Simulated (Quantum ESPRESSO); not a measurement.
# KNiF3: parallel and opposed starts

Wanted: the moments of KNiF3 and the energy of each order that was tried.

Calculated with Quantum ESPRESSO 7.5; LDA; plane waves with GBRV 1.5 LDA potentials, no spin-orbit coupling.

The database entry behind the starting cell differs from later determinations by our own check (about 0.35 % short), so it need not match the best structure at ambient conditions.

### Step 1. The starting structure

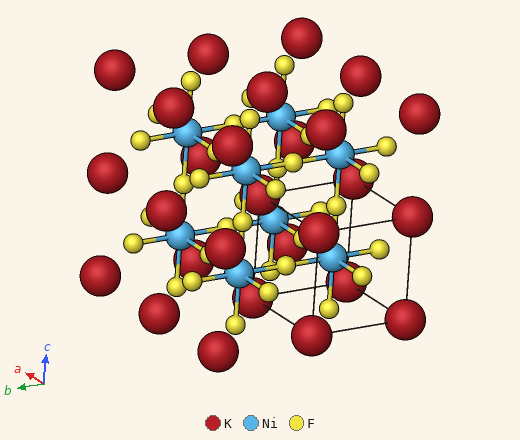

The cell as given, from a free direction (potassium red, nickel blue, fluorine yellow). 2×2×2 cells are drawn. Some periodic images of atoms are drawn too.

The cell comes from the Crystallography Open Database.

### Step 2. Run 1, typed as ferro +

The signs are those of the starting moments on the seeded atoms, the atoms that are given a moment.

Contents of pw.in:

```
&CONTROL
  calculation = 'scf'
  prefix = 'pwscf'
  outdir = './tmp'
  pseudo_dir = './pseudo'
  disk_io = 'nowf'
/
&SYSTEM
  ibrav = 0
  nat = 5
  ntyp = 3
  ecutwfc = 40
  ecutrho = 280
  nbnd = 34
  occupations = 'smearing'
  smearing = 'fd'
  degauss = 0.00367493
  nspin = 2
  starting_magnetization(1) = 0
  starting_magnetization(2) = 0.1111
  starting_magnetization(3) = 0
/
&ELECTRONS
  conv_thr = 1d-08
  electron_maxstep = 150
  mixing_beta = 0.3
/
ATOMIC_SPECIES
K      39.0983 k_lda_v1.4.uspp.F.UPF
Ni     58.6934 ni_lda_v1.4.uspp.F.UPF
F      18.9984 f_lda_v1.4.uspp.F.UPF
CELL_PARAMETERS angstrom
   4.0000000000    0.0000000000    0.0000000000
   0.0000000000    4.0000000000    0.0000000000
   0.0000000000    0.0000000000    4.0000000000
ATOMIC_POSITIONS crystal
K       0.0000000000    0.0000000000    0.0000000000
Ni      0.5000000000    0.5000000000    0.5000000000
F       0.5000000000    0.5000000000    0.0000000000
F       0.0000000000    0.5000000000    0.5000000000
F       0.5000000000    0.0000000000    0.5000000000
K_POINTS automatic
6 6 6 0 0 0
```

The run is started by

```bash
$ OMP_NUM_THREADS=1 mpirun -n 4 pw.x -nk 4 -in pw.in > pw.out
```

Output:

```text
Program PWSCF v.7.5 starts

     Message from routine setup:
     using ibrav=0 with symmetry is DISCOURAGED, use correct ibrav instead

     K-points division:     npool     =       4
     Subspace diagonalization in iterative solution of the eigenvalue problem:

     G-vector sticks info
     --------------------
     sticks:   dense  smooth     PW     G-vecs:    dense   smooth      PW
     Sum        1281     725    221                34265    14771    2517

     Using Slab Decomposition

     bravais-lattice index     =            0
     lattice parameter (alat)  =       7.5589  a.u.
     unit-cell volume          =     431.8934 (a.u.)^3
     number of atoms/cell      =            5
     number of atomic types    =            3
     number of electrons       =        48.00
     number of Kohn-Sham states=           34
     kinetic-energy cutoff     =      40.0000  Ry
     charge density cutoff     =     280.0000  Ry
     scf convergence threshold =      1.0E-08
     mixing beta               =       0.3000
     number of iterations used =            8  plain     mixing
     Exchange-correlation=  SLA  PZ   NOGX NOGC
                           (   1   1   0   0   0   0   0)

     celldm(1)=   7.558904  celldm(2)=   0.000000  celldm(3)=   0.000000
     celldm(4)=   0.000000  celldm(5)=   0.000000  celldm(6)=   0.000000

     crystal axes: (cart. coord. in units of alat)
               a(1) = (   1.000000   0.000000   0.000000 )
               a(2) = (   0.000000   1.000000   0.000000 )
               a(3) = (   0.000000   0.000000   1.000000 )

     reciprocal axes: (cart. coord. in units 2 pi/alat)
               b(1) = (  1.000000  0.000000  0.000000 )
               b(2) = (  0.000000  1.000000  0.000000 )
               b(3) = (  0.000000  0.000000  1.000000 )

     PseudoPot. # 1 for K  read from file:
     k_lda_v1.4.uspp.F.UPF
     Pseudo is Ultrasoft + core correction, Zval =  9.0
     Generated by new atomic code, or converted to UPF format
     Using radial grid of  841 points,  6 beta functions with:
                l(1) =   0
                l(2) =   0
                l(3) =   1
                l(4) =   1
                l(5) =   2
                l(6) =   2
     Q(r) pseudized with  6 coefficients,  rinner =    1.500   1.500   1.500
                                                       1.500   1.500

     PseudoPot. # 2 for Ni read from file:
     ni_lda_v1.4.uspp.F.UPF
     Pseudo is Ultrasoft + core correction, Zval = 18.0
     Generated by new atomic code, or converted to UPF format
     Using radial grid of  865 points,  6 beta functions with:
                l(1) =   0
                l(2) =   0
                l(3) =   1
                l(4) =   1
                l(5) =   2
                l(6) =   2
     Q(r) pseudized with 10 coefficients,  rinner =    0.980   0.980   0.980
                                                       0.980   0.980

     PseudoPot. # 3 for F  read from file:
     f_lda_v1.4.uspp.F.UPF
     Pseudo is Ultrasoft, Zval =  7.0
     Generated by new atomic code, or converted to UPF format
     Using radial grid of  799 points,  4 beta functions with:
                l(1) =   0
                l(2) =   0
                l(3) =   1
                l(4) =   1
     Q(r) pseudized with  8 coefficients,  rinner =    0.950   0.950   0.950

     atomic species   valence    mass     pseudopotential
     K                 9.00    39.09830     K ( 1.00)
     Ni               18.00    58.69340     Ni( 1.00)
     F                 7.00    18.99840     F ( 1.00)

     Starting magnetic structure
     atomic species   magnetization
     K               0.000
     Ni              0.111
     F               0.000

     48 Sym. Ops., with inversion, found

   Cartesian axes

     site n.     atom                  positions (alat units)
         1        K      tau(   1) = (   0.0000000   0.0000000   0.0000000  )
         2        Ni     tau(   2) = (   0.5000000   0.5000000   0.5000000  )
         3        F      tau(   3) = (   0.5000000   0.5000000   0.0000000  )
         4        F      tau(   4) = (   0.0000000   0.5000000   0.5000000  )
         5        F      tau(   5) = (   0.5000000   0.0000000   0.5000000  )

     number of k points=    20  Fermi-Dirac smearing, width (Ry)=  0.0037
                       cart. coord. in units 2pi/alat
        k(    1) = (   0.0000000   0.0000000   0.0000000), wk =   0.0046296
        k(    2) = (   0.0000000   0.0000000   0.1666667), wk =   0.0277778
        k(    3) = (   0.0000000   0.0000000   0.3333333), wk =   0.0277778
        k(    4) = (   0.0000000   0.0000000  -0.5000000), wk =   0.0138889
        k(    5) = (   0.0000000   0.1666667   0.1666667), wk =   0.0555556
        [... 15 further k-points ...]

     Dense  grid:    34265 G-vectors     FFT dimensions: (  45,  45,  45)

     Smooth grid:    14771 G-vectors     FFT dimensions: (  32,  32,  32)

     Check: negative core charge=   -0.000006
     Generating pointlists ...
     new r_m :   0.2917 (alat units)  2.2048 (a.u.) for type    1
     new r_m :   0.2063 (alat units)  1.5590 (a.u.) for type    2
     new r_m :   0.2063 (alat units)  1.5590 (a.u.) for type    3

     Initial potential from superposition of free atoms

     starting charge      45.4972, renormalised to      48.0000
     Starting wfcs are   33 randomized atomic wfcs +    1 random wfcs

     Self-consistent Calculation

     iteration #  1     ecut=    40.00 Ry     beta= 0.30
     Davidson diagonalization with overlap
     ethr =  1.00E-02,  avg # of iterations =  6.5

     total energy              =    -537.80814575 Ry
     estimated scf accuracy    <      21.60856608 Ry

     total magnetization       =     1.72 Bohr mag/cell
     absolute magnetization    =     1.87 Bohr mag/cell

     iteration #  2     ecut=    40.00 Ry     beta= 0.30
     Davidson diagonalization with overlap
     ethr =  1.00E-02,  avg # of iterations =  3.7

     total energy              =    -545.66618318 Ry
     estimated scf accuracy    <      13.27596472 Ry

     total magnetization       =     0.12 Bohr mag/cell
     absolute magnetization    =     0.18 Bohr mag/cell

     iteration #  3     ecut=    40.00 Ry     beta= 0.30
     Davidson diagonalization with overlap
     ethr =  1.00E-02,  avg # of iterations =  2.0

     total energy              =    -545.98801957 Ry
     estimated scf accuracy    <       1.45466230 Ry

     total magnetization       =     0.65 Bohr mag/cell
     absolute magnetization    =     0.66 Bohr mag/cell

     [... further iterations left out ...]

     iteration # 12     ecut=    40.00 Ry     beta= 0.30
     Davidson diagonalization with overlap
     ethr =  4.89E-08,  avg # of iterations =  2.0

     total energy              =    -546.12602606 Ry
     estimated scf accuracy    <       0.00001423 Ry

     total magnetization       =     1.00 Bohr mag/cell
     absolute magnetization    =     1.01 Bohr mag/cell

     iteration # 13     ecut=    40.00 Ry     beta= 0.30
     Davidson diagonalization with overlap
     ethr =  2.96E-08,  avg # of iterations =  2.9

     total energy              =    -546.12603024 Ry
     estimated scf accuracy    <       0.00001423 Ry

     total magnetization       =     1.00 Bohr mag/cell
     absolute magnetization    =     1.01 Bohr mag/cell

     iteration # 14     ecut=    40.00 Ry     beta= 0.30
     Davidson diagonalization with overlap
     ethr =  2.96E-08,  avg # of iterations =  1.9

     total energy              =    -546.12603229 Ry
     estimated scf accuracy    <       0.00000003 Ry

     total magnetization       =     1.00 Bohr mag/cell
     absolute magnetization    =     1.01 Bohr mag/cell

     iteration # 15     ecut=    40.00 Ry     beta= 0.30
     Davidson diagonalization with overlap
     ethr =  6.68E-11,  avg # of iterations =  4.5

     Magnetic moment per site  (integrated on atomic sphere of radius R)
     atom   1 (R=0.292)  charge=  7.6049  magn= -0.0005
     atom   2 (R=0.206)  charge= 15.4526  magn=  0.8564
     atom   3 (R=0.206)  charge=  6.4671  magn=  0.0359
     atom   4 (R=0.206)  charge=  6.4671  magn=  0.0359
     atom   5 (R=0.206)  charge=  6.4671  magn=  0.0359

     End of self-consistent calculation

     [... lines left out ...]
     the Fermi energy is     6.5316 ev

!    total energy              =    -546.12603239 Ry
     estimated scf accuracy    <          8.1E-09 Ry
     smearing contrib. (-TS)   =      -0.00160650 Ry
     internal energy E=F+TS    =    -546.12442589 Ry

     The total energy is F=E-TS. E is the sum of the following terms:
     one-electron contribution =    -388.52791199 Ry
     hartree contribution      =     216.74901201 Ry
     xc contribution           =     -71.39226659 Ry
     ewald contribution        =    -302.95325932 Ry

     total magnetization       =     1.00 Bohr mag/cell
     absolute magnetization    =     1.01 Bohr mag/cell

     convergence has been achieved in  15 iterations

=------------------------------------------------------------------------------=
   JOB DONE.
=------------------------------------------------------------------------------=
```

Elapsed: 13 s, on 4 MPI ranks of Intel Xeon Platinum 8488C (Sapphire Rapids), shared host; peak memory 0.45 GiB; 49 s of CPU time.

Spin moment in the atom's sphere by atom:

```
atom  spin moment in the atom's sphere (μB)
  K1                                 -0.001
 Ni2                                  0.856
  F3                                  0.036
  F4                                  0.036
  F5                                  0.036
```

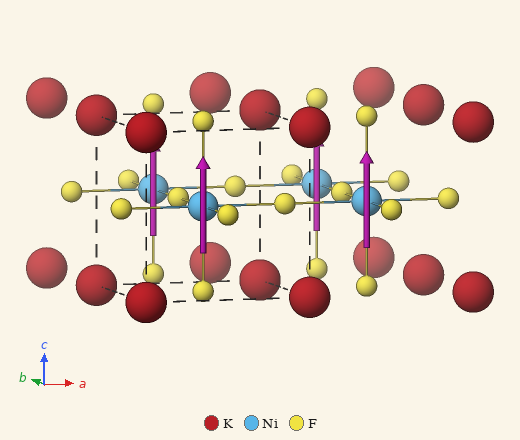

Spin moment in the atom's sphere as arrows, the longest 0.856 μB. Up and down stand for the sign. Arrows give size and sign along the axis of quantisation, drawn up and down the page. 2×2×1 cells are drawn. Some periodic images of atoms are drawn too.

Read from the output:

* smearing term TS: 0.02186 eV
* magnetization: 0.998 μB
* absolute magnetization: 1.013 μB
* final state: ferromagnetic

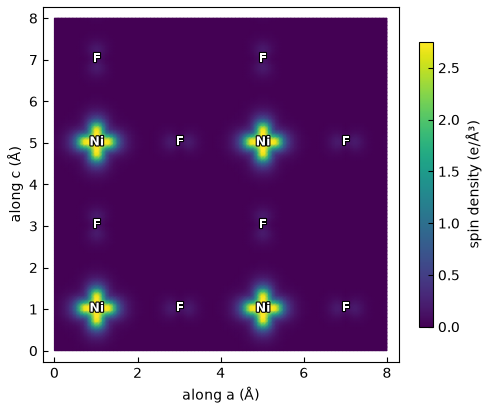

Spin density in the ac plane at fractional y = 0.500, with atoms of Ni and F within 0.2 Å of it. The map starts off the cell's origin, so that atoms lie inside it.

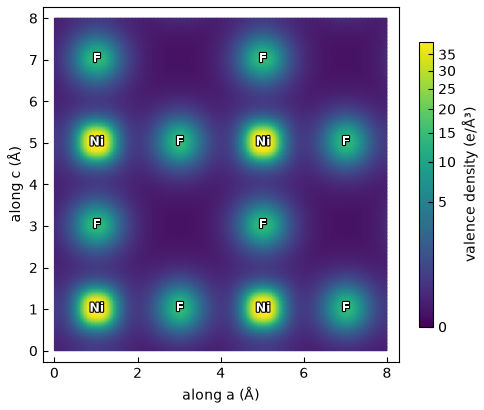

Valence density in the ac plane at fractional y = 0.500, with atoms of Ni and F within 0.2 Å of it. It is the smooth field of the valence electrons, not physical close to the nuclei. The map starts off the cell's origin, so that atoms lie inside it. The colour scale is stretched toward low values.

(Part 1 of 2 ends here.)

[Logs and program files are shortened in this print: banners, set-up blocks, solver, clock and traceback lines can be left out without a mark of their own.]

[Logs are printed without paths, hosts, clocks, repeated set-up lines and the standing remarks that a program may print on its own settings, such as how far it seeks lower states.]

[Hosts, paths, dates, database ids (printed as entryN), source tags and the programs' standing remarks are cut or masked in the printed files.]

[Where a cell is said to come from a database of computed structures, the database is the Materials Project.]
